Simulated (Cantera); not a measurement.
Charge: 1 mol N₂O, 0.081 mol H₂O, 1.3 mol N₂, at 0.100 bar.

Cantera equilibrium calculation (NASA polynomials, part measured and part estimated; ideal gas, pure solids and liquids). Candidate condensed phases: H₂O; 24 gas species. Rates play no part.

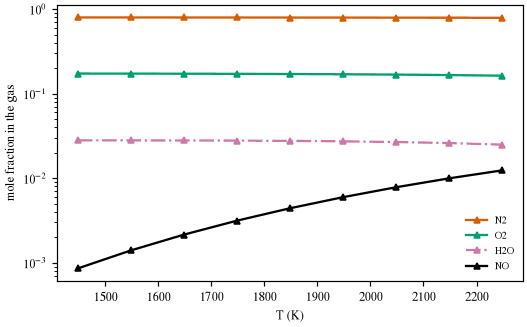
Equilibrium gas composition (values under 1e-9 drawn at 1e-9)

From 1448 K to 2248 K nothing is condensed.
